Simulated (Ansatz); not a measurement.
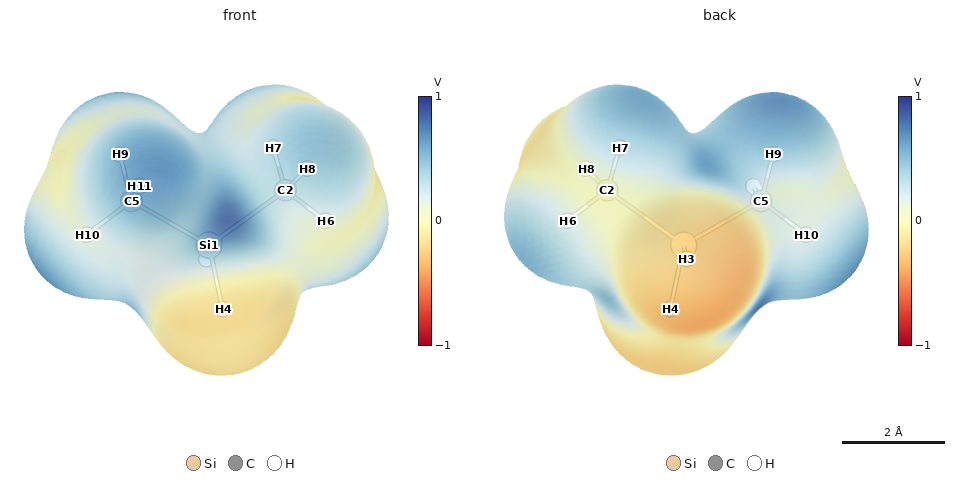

The picture shows: C$_{2}$H$_{8}$Si. The molecular electrostatic potential painted on the density surface at 0.002 e/bohr³, seen from the front and from behind; red is negative and blue positive.

Not at a stationary point (largest force 1.6 eV/Å).

All numbers below come from UKS PBE-D4/def2-SVP (Ansatz).

The calculation's input:

```
crystal:
  periodic: [false, false, false]
  atoms:
    - { symbol: Si, position_ang: [-1.1664, 0.1947, -0.2267] }
    - { symbol: C, position_ang: [0.3713, -1.3605, -0.3446] }
    - { symbol: H, position_ang: [-0.3442, -0.9448, -1.4588] }
    - { symbol: H, position_ang: [-1.5895, -0.4277, 1.0332] }
    - { symbol: C, position_ang: [0.0285, 1.584, 0.2851] }
    - { symbol: H, position_ang: [-0.1846, -2.0971, 0.2147] }
    - { symbol: H, position_ang: [1.1109, -1.9178, -0.9358] }
    - { symbol: H, position_ang: [0.9614, -0.7064, 0.2768] }
    - { symbol: H, position_ang: [0.7608, 1.7869, -0.4947] }
    - { symbol: H, position_ang: [-0.5251, 2.5079, 0.4415] }
    - { symbol: H, position_ang: [0.5769, 1.3807, 1.2094] }
magnetization:
  spin_polarized: true
basis:
  gaussian: { orbitals: def2-SVP }
hamiltonian:
  xc: pbe
  dispersion: d4
relax:
  f_tol: 0.15
  max_steps: 25
  restrain:
    - { distance: [2, 1], at: 2.37, k: 30.0 }
    - { distance: [0, 1], at: 1.87, k: 30.0 }
    - { distance: [0, 2], at: 1.42, k: 30.0 }
output:
  orbitals: {}
```

Command:

```sh
ansatz run input.yaml --threads 2 --pin off --max-ram 3072MiB --backend cpu --events-out ev --progress --plain --runs-dir out
```

The fields are those of the run's last geometry, not of the input's.

Question: Describe the electrostatic potential map.

Answer: The most negative region (about −0.4 V, or −9 kcal/mol for a unit charge) lies over H3, the most positive (about +0.8 V, or +18 kcal/mol for a unit charge) over Si1.
